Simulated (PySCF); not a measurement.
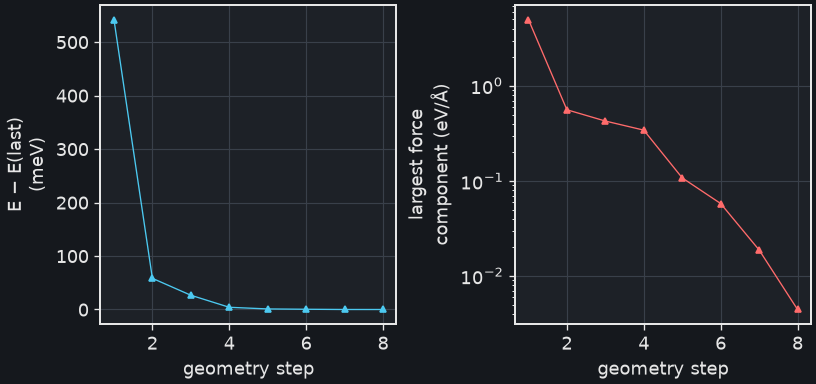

History of a geometry optimisation. The start has point group C2v, which is kept. A held symmetry can leave a saddle point.

System: TiOH2 molecule.
Method: RKS-based PBE0, Ti def2-TZVP, O def2-TZVP, H def2-TZVP; non-relativistic Hamiltonian; density fitting in PySCF 2.14.0.

**How did it end, and what did it gain?**

The optimisation met its thresholds at geometry 8, counting the start as the first. The energy fell by about 540 meV from the first step to the last. The largest force component goes from about 5 eV/Å at the start to 4 × 10⁻³ eV/Å at the end.
